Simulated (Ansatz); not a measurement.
ClGaO···H$_{2}$O

```xyz
6

Ga   -0.7232    0.2609   -0.7449
O     0.9242   -0.1062    0.5812
O    -0.6806   -1.3569   -1.1572
H     0.7842   -1.0374    0.3005
Cl   -1.1859    2.2974   -0.5217
H     0.8813   -0.0578    1.5421
```

The product side of a reaction path; geometry: PBE0-D4/def2-TZVP.

All numbers below come from Ansatz, RKS PBE0-D4/def2-TZVPP.

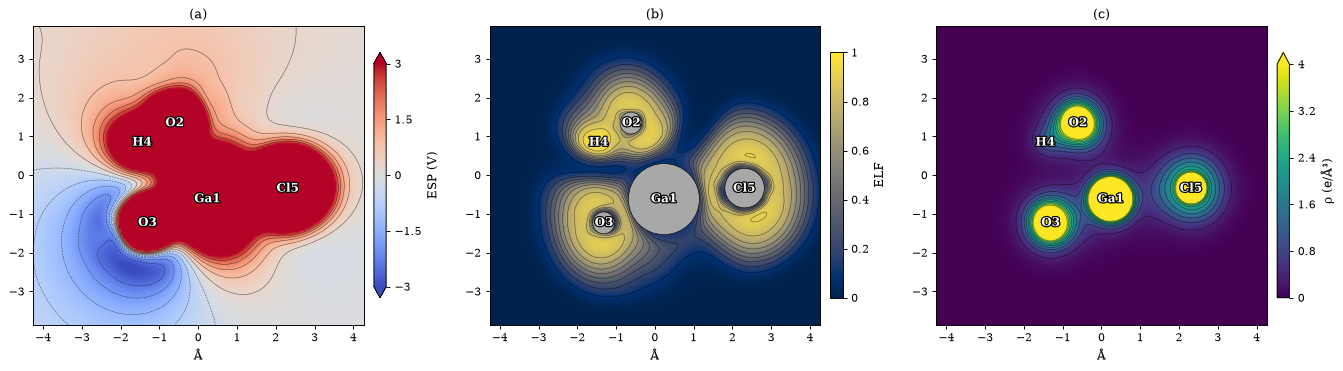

Figure 1. (a) molecular electrostatic potential; (b) electron localisation function; (c) total electron density on the plane of atoms O3, Ga1 and Cl5. Grey discs cover the atomic cores in the ELF map.

Question: Interpret the plot.

Answer: The section cuts through Ga, O, H and Cl sites.
Ga1···O2 (2.15 Å): the density falls to about 0.38 e/Å³ on the way; the ELF peaks at about 0.90 in the valence shell of O, 0.6 Å from its nucleus, and is about 0.20 at the midpoint.
Ga–O (1.67 Å): the density is about 1.2 e/Å³ at the midpoint; the ELF peaks at about 0.75 in the valence shell of O, 0.6 Å from its nucleus, and is about 0.25 at the midpoint.
Ga–Cl (2.10 Å): ρ at the midpoint is about 0.8 e/Å³; the ELF peaks at about 0.85 in the valence shell of Cl, 0.9 Å from its nucleus, and is about 0.60 at the midpoint.
O–H (0.98 Å): ρ at the midpoint is about 3.8 e/Å³; the ELF climbs to about 1 towards the hydrogen, as it does in any bond to H: an ordinary covalent bond to hydrogen.
The ELF also peaks beside O3, Cl5 and O2, away from the bonds: lone-pair regions.
Outside the dense part of the complex the potential is most negative (−3.1 V) near O3.

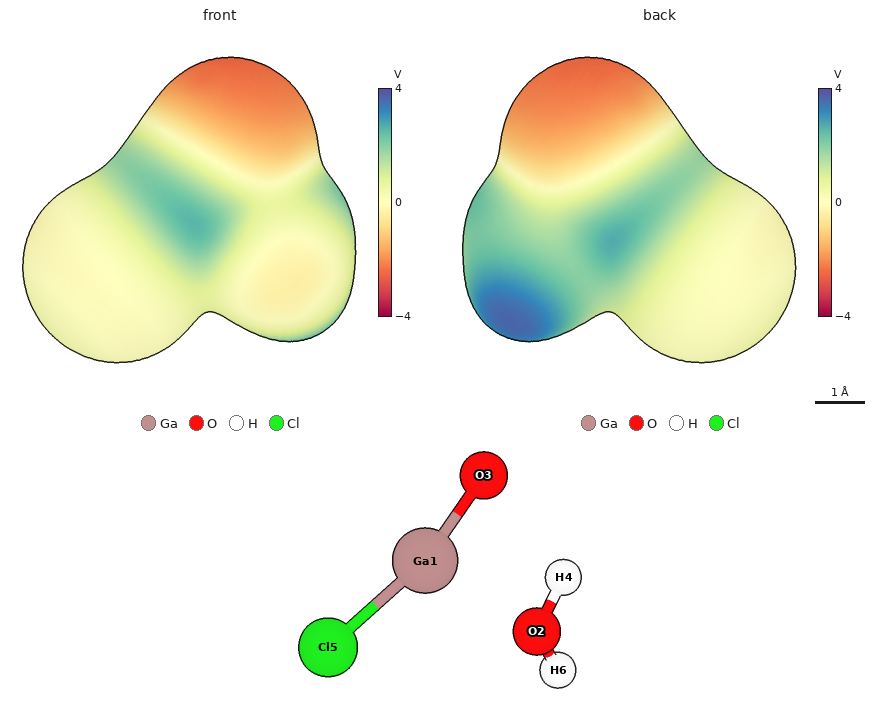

Figure 2. The molecular electrostatic potential painted on the density surface at 0.002 e/bohr³, seen from the front and from behind; the colour scale runs from red (negative) to blue (positive). The bare structure is drawn below in the same view.

Question: Where is the surface potential most negative and most positive?

Answer: The most negative region (about −2.5 V, or −58 kcal/mol for a unit charge) lies over O3, the most positive (about +3.6 V, or +83 kcal/mol for a unit charge) over H6. O3 is the likeliest acceptor of a hydrogen bond.

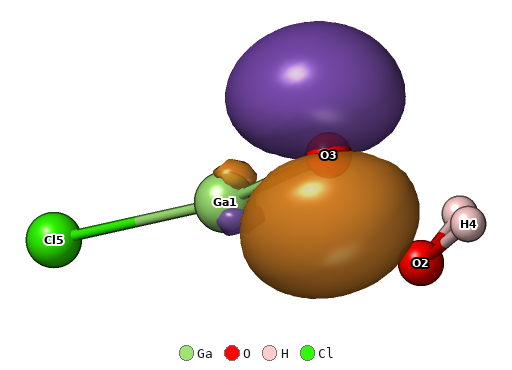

Figure 3. The HOMO−1 at ±0.2 Å⁻³ᐟ² (orange and purple are the two phases), seen from one side.

Question: What is the character of this orbital?

Answer: Its weight (Hirshfeld) is mainly on O3 (about 80 %) and Ga1 (about 20 %). Its energy is −7.45 eV.
